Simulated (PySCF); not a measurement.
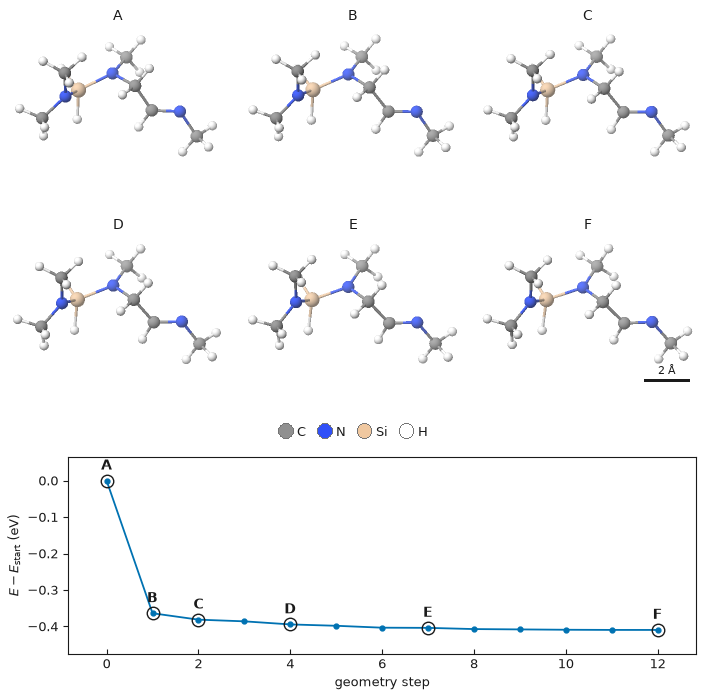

Frames of a relaxation of C6H17N3Si, marked on the history of the run. Style: ball-and-stick. Shown at a tilt.

The start comes from GFN2-xTB. Its atoms were then displaced at random by about 0.01 Å.

Level of theory: PBE0-D3(BJ)/def2-SVP geometry optimisation, gas phase (PySCF). 

### What happens along the run?

The largest move after the best rigid fit is that of an H atom, 0.53 Å. Largest moves by element: H 0.53 Å, C 0.33 Å, N 0.28 Å, Si 0.10 Å. Among the contacts that change: C–H 1.052 → 1.107 Å, H–Si 1.452 → 1.500 Å, C–C 1.457 → 1.503 Å, C–H 1.074 → 1.105 Å. Bond angles that change, for instance: C–N–C 110.0° → 114.7°, N–C–H 105.0° → 109.5°, H–C–H 110.7° → 106.1°. After 12 geometry steps the energy has fallen by 0.410 eV. From step 0 to 1: an H atom moves most (0.17 Å), energy −0.364 eV. From step 1 to 2: an H atom moves most (0.09 Å), energy −0.018 eV. From step 2 to 4: H atoms move most (0.15 Å), energy −0.013 eV. From step 4 to 7: an H atom moves most (0.15 Å), energy −0.009 eV. From step 7 to 12: an H atom moves most (0.11 Å), energy −0.006 eV.
